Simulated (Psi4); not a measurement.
# Excited-state calculation of MgCl

MgCl, multiplicity 2, SMILES [Mg][Cl], computed with TDHF/aug-cc-pCVDZ, UHF (Psi4 1.11).

The geometry comes from this level: PBE0-D4/def2-TZVP.

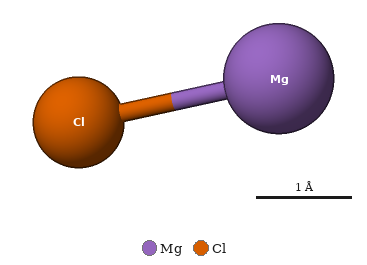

Fig. 1: The structure (ball-and-stick view, seen at an oblique angle). Sticks mark near contacts.

Input (job.inp):
```
memory 1600 mb

molecule {
  0 2
  Mg     0.955300    -0.365300     0.475300
  Cl    -0.925900     0.305200    -0.471200
  symmetry c1
  no_reorient
  no_com
}

set {
  basis aug-cc-pCVDZ
  reference uhf
  tdscf_states 3
  tdscf_tda false
  d_convergence 0.0001
  level_shift 0.1
  maxiter 100
}

energy("td-scf")
```

Launch command:
```bash
psi4 -i job.inp -o job.out -n 1
```

Output:
```
Psi4 1.11 release

   => Loading Basis Set <=

    Name: AUG-CC-PCVDZ
    Role: ORBITAL
    Keyword: BASIS

         ---------------------------------------------------------
                                   SCF
                              UHF Reference
                        1 Threads,   1525 MiB Core
         ---------------------------------------------------------

  ==> Geometry <==

    Molecular point group: c1
    Full point group: C1

    Geometry (in Angstrom), charge = 0, multiplicity = 2:

       Center              X                  Y                   Z               Mass
    ------------   -----------------  -----------------  -----------------  -----------------
         MG           0.955300000000    -0.365300000000     0.475300000000    23.985041697000
         CL          -0.925900000000     0.305200000000    -0.471200000000    34.968852682000

  Running in c1 symmetry.

  Rotational constants: A =    476.89420  B =      0.23586  C =      0.23575 [cm^-1]
  Rotational constants: A = 14296928.47372  B =   7070.97575  C =   7067.48031 [MHz]
  Nuclear repulsion =   48.845897330947736

  Charge       = 0
  Multiplicity = 2
  Electrons    = 29
  Nalpha       = 15
  Nbeta        = 14

  ==> Algorithm <==

  SCF Algorithm Type is DF.
  DIIS enabled.
  MOM disabled.
  Fractional occupation disabled.
  Guess Type is SAD.
  Energy threshold   = 1.00e-06
  Density threshold  = 1.00e-04
  Integral threshold = 1.00e-12

  ==> Primary Basis <==

  Basis Set: AUG-CC-PCVDZ
    Blend: AUG-CC-PCVDZ
    Number of shells: 28
    Number of basis functions: 72
    Number of Cartesian functions: 78
    Spherical Harmonics?: true
    Max angular momentum: 2

   => Loading Basis Set <=

    Name: (AUG-CC-PCVDZ AUX)
    Role: JKFIT
    Keyword: DF_BASIS_SCF

  ==> Integral Setup <==

  DFHelper Memory: AOs need 0.011 GiB; user supplied 1.118 GiB.
  SCF_SUBTYPE=INCORE selected. In-core MEM_DF algorithm will be used.
  Using in-core AOs.

  ==> MemDFJK: Density-Fitted J/K Matrices <==

    J tasked:                   Yes
    K tasked:                   Yes
    wK tasked:                   No
    Memory [MiB]:              1144
    Algorithm:                 Core
    Schwarz Cutoff:           1E-12
    Mask sparsity (%):       2.5849
    Fitting Condition:        1E-10

   => Auxiliary Basis Set <=

  Basis Set: (AUG-CC-PCVDZ AUX)
    Blend: DEF2-UNIVERSAL-JKFIT
    Number of shells: 72
    Number of basis functions: 240
    Number of Cartesian functions: 292
    Spherical Harmonics?: true
    Max angular momentum: 4

  Minimum eigenvalue in the overlap matrix is 1.7350712635E-03.
  Reciprocal condition number of the overlap matrix is 4.0413210290E-04.
    Using symmetric orthogonalization.

  ==> Pre-Iterations <==

  SCF Guess: Superposition of Atomic Densities via on-the-fly atomic UHF (no occupation information).

   -------------------------
    Irrep   Nso     Nmo
   -------------------------
     A         72      72
   -------------------------
    Total      72      72
   -------------------------

  ==> Iterations <==

                           Total Energy        Delta E     RMS |[F,P]|

   @DF-UHF iter SAD:  -658.62346463830568   -6.58623e+02   0.00000e+00
   @DF-UHF iter   1:  -659.14487266998970   -5.21408e-01   4.12485e-03 DIIS/ADIIS
   @DF-UHF iter   2:  -659.18026125450899   -3.53886e-02   1.77037e-03 DIIS/ADIIS
   @DF-UHF iter   3:  -659.18579550903871   -5.53425e-03   2.30375e-04 DIIS/ADIIS
   @DF-UHF iter   4:  -659.18637269628823   -5.77187e-04   1.00696e-04 DIIS/ADIIS
   @DF-UHF iter   5:  -659.18655536819801   -1.82672e-04   2.62518e-05 DIIS
   @DF-UHF iter   6:  -659.18656657156748   -1.12034e-05   6.61422e-06 DIIS
   @DF-UHF iter   7:  -659.18656720991089   -6.38343e-07   2.49755e-06 DIIS
  Energy and wave function converged.

  ==> Post-Iterations <==

   @Spin Contamination Metric:   9.011575731E-04
   @S^2 Expected:                7.500000000E-01
   @S^2 Observed:                7.509011576E-01
   @S   Expected:                5.000000000E-01
   @S   Observed:                5.000000000E-01

    Orbital Energies [Eh]
    ---------------------

    Alpha Occupied:

       1A   -104.777981     2A    -49.087388     3A    -10.504030
       4A     -7.971640     5A     -7.968968     6A     -7.968968
       7A     -3.825461     8A     -2.342986     9A     -2.340864
      10A     -2.340864    11A     -1.027268    12A     -0.477966
      13A     -0.425498    14A     -0.425498    15A     -0.290942

    Alpha Virtual:

      16A      0.011690    17A      0.011690    18A      0.023196
      19A      0.032884    20A      0.050396    21A      0.050396
      22A      0.091217    23A      0.149820    24A      0.153696
      25A      0.153696    26A      0.174165    27A      0.174165
      28A      0.210472    29A      0.210472    30A      0.214290
      31A      0.243368    32A      0.270408    33A      0.270408
      34A      0.311199    35A      0.427550    36A      0.508038
      37A      0.508038    38A      0.509710    39A      0.509710
      40A      0.553581    41A      0.553581    42A      0.583389
      43A      0.709168    44A      0.709168    45A      0.834761
      46A      0.989689    47A      0.989689    48A      1.219436
      49A      1.424392    50A      1.424392    51A      1.486350
      52A      1.486350    53A      1.525998    54A      1.672237
      55A      7.152167    56A      7.376375    57A      7.376375
      58A      7.386497    59A      7.386497    60A      7.403964
      61A      8.846999    62A      8.846999    63A      9.073968
      64A     12.501142    65A     12.501142    66A     12.661430
      67A     16.159471    68A     16.159471    69A     16.166614
      70A     16.166614    71A     16.173610    72A     20.243860

    Beta Occupied:

       1A   -104.777231     2A    -49.082380     3A    -10.503216
       4A     -7.968739     5A     -7.968693     6A     -7.968693
       7A     -3.814975     8A     -2.337003     9A     -2.337003
      10A     -2.334449    11A     -1.021498    12A     -0.463067
      13A     -0.424975    14A     -0.424975

    Beta Virtual:

      15A     -0.009532    16A      0.020396    17A      0.020396
      18A      0.027030    19A      0.051196    20A      0.081150
      21A      0.081150    22A      0.108553    23A      0.158007
      24A      0.163397    25A      0.163397    26A      0.174879
      27A      0.174879    28A      0.221493    29A      0.221493
      30A      0.243466    31A      0.266782    32A      0.297709
      33A      0.297709    34A      0.325775    35A      0.446038
      36A      0.510741    37A      0.510741    38A      0.524182
      39A      0.524182    40A      0.570828    41A      0.570828
      42A      0.596862    43A      0.722861    44A      0.722861
      45A      0.848820    46A      0.991237    47A      0.991237
      48A      1.221904    49A      1.424730    50A      1.424730
      51A      1.489663    52A      1.489663    53A      1.529661
      54A      1.678533    55A      7.168990    56A      7.377934
      57A      7.377934    58A      7.389068    59A      7.389068
      60A      7.406960    61A      8.850196    62A      8.850196
      63A      9.079955    64A     12.501375    65A     12.501375
      66A     12.664546    67A     16.159517    68A     16.159517
      69A     16.167115    70A     16.167115    71A     16.174260
      72A     20.245037

    Final Occupation by Irrep:
              A
    DOCC [    14 ]
    SOCC [     1 ]
    NA   [    15 ]
    NB   [    14 ]

  @DF-UHF Final Energy:  -659.18656720991089

   => Energetics <=

    Nuclear Repulsion Energy =             48.8458973309477358
    One-Electron Energy =               -1012.8626099579768152
    Two-Electron Energy =                 304.8301454171181604
    Total Energy =                       -659.1865672099108906

  UHF NO Occupations:
  HONO-2 :   13  A 1.9999272
  HONO-1 :   14  A 1.9997113
  HONO-0 :   15  A 1.0000000
  LUNO+0 :   16  A 0.0002887
  LUNO+1 :   17  A 0.0000728
  LUNO+2 :   18  A 0.0000728
  LUNO+3 :   19  A 0.0000104

Computation Completed

Properties will be evaluated at   0.000000,   0.000000,   0.000000 [a0]

Properties computed using the SCF density matrix

 Multipole Moments:

 ------------------------------------------------------------------------------------
     Multipole            Electronic (a.u.)      Nuclear  (a.u.)        Total (a.u.)
 ------------------------------------------------------------------------------------

 L = 1.  Multiply by 2.5417464519 to convert [e a0] to [Debye]
 Dipole X            :          9.2546348           -8.0817917            1.1728431
 Dipole Y            :         -1.9388783            1.5208516           -0.4180267
 Dipole Z            :          4.9493201           -4.3592202            0.5900999
 Magnitude           :                                                    1.3778698

 ------------------------------------------------------------------------------------

	total time  =          1 seconds =       0.02 minutes

******************************************************************************************
**********                               WARNING                                **********
**********       The names of excited state variables changed between 1.5       **********
**********     and 1.6. For a quick solution, remove the symmetry specifier     **********
**********   from the variable name. For full details, see 'Notes on Psivars'   **********
**********                        in the documentation.                         **********
******************************************************************************************

         ---------------------------------------------------------
                         TDSCF excitation energies
         ---------------------------------------------------------

  ==> Options <==

     Residual threshold  : 1.0000e-04
     Initial guess       : denominators
     Reference           : UHF
     Solver type         : RPA (Hamiltonian)

  ==> Requested Excitations <==

      3 singlet states with A symmetry

  ==> Seeking the lowest 3 singlet states with A symmetry

                        Generalized Hamiltonian Solver

  ==> Options <==

    Max number of iterations        = 60
    Eigenvector tolerance           = 1.0000e-04
    Max number of expansion vectors = 600

  => Iterations <=
                              Max[D[value]]     Max[|R|]   # vectors
  HamiltonianSolver iter   1:   1.88715e-01  1.45127e-01     12
  HamiltonianSolver iter   2:   1.00458e-02  4.75809e-02     18
  HamiltonianSolver iter   3:   5.05665e-04  1.52084e-02     24
  HamiltonianSolver iter   4:   5.61707e-05  8.93067e-03     30
  HamiltonianSolver iter   5:   1.10015e-05  3.13209e-03     36
  HamiltonianSolver iter   6:   9.26193e-07  1.23400e-03     42
  HamiltonianSolver iter   7:   1.62042e-07  5.82909e-04     48
  HamiltonianSolver iter   8:   2.07980e-08  1.38181e-04     50
  HamiltonianSolver iter   9:   2.46785e-09  9.89677e-05     52      Converged

******************************************************************************************
**********                               WARNING                                **********
**********  Length-gauge rotatory strengths are **NOT** gauge-origin invariant  **********
******************************************************************************************

                                    Excitation Energy         Total Energy        Oscillator Strength             Rotatory Strength
     #   Sym: GS->ES (Trans)        au              eV              au          au (length)    au (velocity)    au (length)    au (velocity)
    ---- -------------------- --------------- --------------- --------------- --------------- --------------- --------------- ---------------
     1        A->A (1 A)       0.12038         3.27570        -659.06619       0.2060          0.2083         -0.0000         -0.0000
     2        A->A (1 A)       0.12038         3.27570        -659.06619       0.2060          0.2083         -0.0000          0.0000
     3        A->A (1 A)       0.17809         4.84621        -659.00847       0.3310          0.3296          0.0000          0.0000

Contributing excitations and de-excitations
Only contributions with abs(coeff) > 1.00e-01 will be printed:

Excited State    1 (1 A):   0.12038 au   378.50 nm f = 0.2060
Alpha orbitals:
  Sums of squares: Xssq =  9.965813e-01; Yssq =  8.958610e-04; Xssq - Yssq =  9.956854e-01
     15a (a) ->  16a (a)    0.750042 (56.256%)
     15a (a) ->  20a (a)    0.637461 (40.636%)
     15a (a) ->  33a (a)   -0.151096 ( 2.283%)
Beta orbitals:
  Sums of squares: Xssq =  5.412816e-03; Yssq =  1.098247e-03; Xssq - Yssq =  4.314569e-03

Excited State    2 (1 A):   0.12038 au   378.50 nm f = 0.2060
Alpha orbitals:
  Sums of squares: Xssq =  9.965813e-01; Yssq =  8.958610e-04; Xssq - Yssq =  9.956854e-01
     15a (a) ->  17a (a)   -0.750042 (56.256%)
     15a (a) ->  21a (a)   -0.637461 (40.636%)
     15a (a) ->  32a (a)    0.151096 ( 2.283%)
Beta orbitals:
  Sums of squares: Xssq =  5.412816e-03; Yssq =  1.098247e-03; Xssq - Yssq =  4.314569e-03

Excited State    3 (1 A):   0.17809 au   255.84 nm f = 0.3310
Alpha orbitals:
  Sums of squares: Xssq =  9.998278e-01; Yssq =  5.108866e-04; Xssq - Yssq =  9.993169e-01
     15a (a) ->  18a (a)   -0.611522 (37.396%)
     15a (a) ->  19a (a)    0.181510 ( 3.295%)
     15a (a) ->  22a (a)   -0.724616 (52.507%)
     15a (a) ->  23a (a)   -0.190346 ( 3.623%)
     15a (a) ->  31a (a)    0.149156 ( 2.225%)
Beta orbitals:
  Sums of squares: Xssq =  8.174034e-04; Yssq =  1.342969e-04; Xssq - Yssq =  6.831065e-04

******************************************************************************************
**********                               WARNING                                **********
**********       The names of excited state variables changed between 1.5       **********
**********     and 1.6. For a quick solution, remove the symmetry specifier     **********
**********   from the variable name. For full details, see 'Notes on Psivars'   **********
**********                        in the documentation.                         **********
******************************************************************************************

    Psi4 run time: 0:00:01.39
```

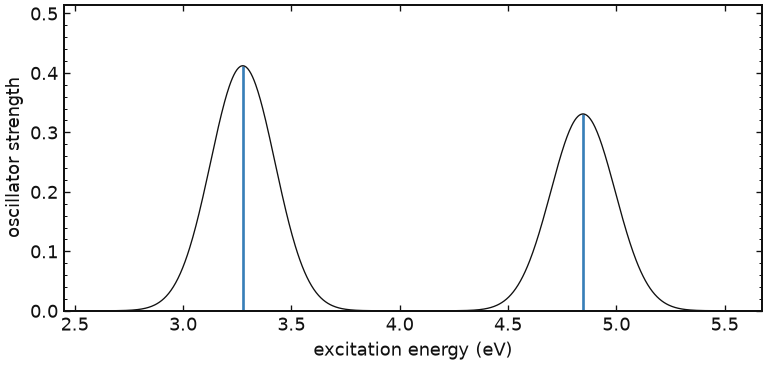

Fig. 2: Computed excitations as sticks (degenerate states added up, dark ones marked on the axis), with a Gaussian envelope of 0.35 eV full width at half maximum, scaled to the tallest. Of the 3 states the lowest lies at 3.28 eV (f = 0.206); the strongest line is at 3.28 eV, or 378 nm (f = 0.412, summed over 2 states that lie within 0.004 eV).

Results in brief:

- outcome: converged
- total energy: −659.186567 hartree
- basis functions: 72
- ⟨S²⟩: 0.751
- dipole moment: 3.50 D
- lowest excitation: 3.28 eV
- hardware: 1 thread of Intel Xeon (Granite Rapids), 192 GiB of memory available, shared host
- wall time: 2.2 s
- peak memory: 0.24 GiB

Settings chosen away from the usual ones: d_convergence set to 0.0001; level_shift set to 0.1. These settings are looser than, or depart from, a standard set-up, so the numbers are not reference values for this system.
